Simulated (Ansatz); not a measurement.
Computed with PBE (plane waves to 420 eV, PAW; Ansatz, a first-principles code).

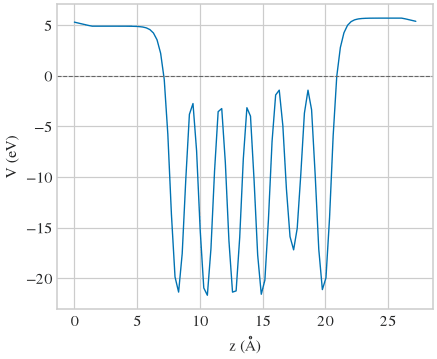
Figure: Planar average of the electrostatic potential across the slab, in eV from the Fermi level, for a constructed model of the (110) surface of bcc W, a layer of In in place of the second plane (bottom of the slab: a bare face, its two planes held)

Set-up: 6 atoms, 11.0 Å thick at the start with caps and adatoms (thin: gaps and levels are the slab's own); mesh 14x14x1; 0.1 eV smearing; dipole correction on; 2 atoms held, the rest relaxed; symmetry of the start imposed; no spin, no spin-orbit, no U. In PBE it lies 0.19 eV a 1x1 cell over the lowest computed structure of the same composition (a layer of In in place of the third plane).

The vacuum level lies 5.69 eV above the Fermi level over the top face and 4.89 eV above it under the bottom face.
